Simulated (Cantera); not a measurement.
Feed: 1 mol N₂O, 0.18 mol SO₂, at 12.0 mbar.

Cantera equilibrium calculation (NASA polynomials, part measured and part estimated; ideal gas, pure solids and liquids). Candidate condensed phases: S; 17 gas species. Kinetics and transport are ignored.

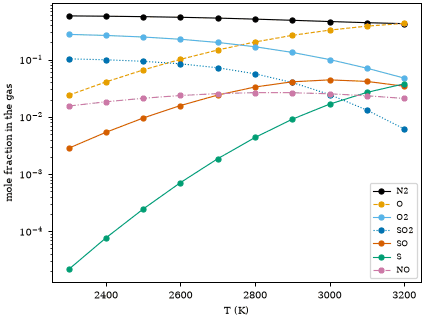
*Equilibrium gas composition (values under 1e-9 drawn at 1e-9)*

**Question.** Read off the mole fractions at 2400 K.

**Answer.** N₂ about 0.57, O₂ about 0.26, SO₂ about 0.099, O about 0.041, NO about 0.018, SO about 0.0054, S about 7.7e-5.
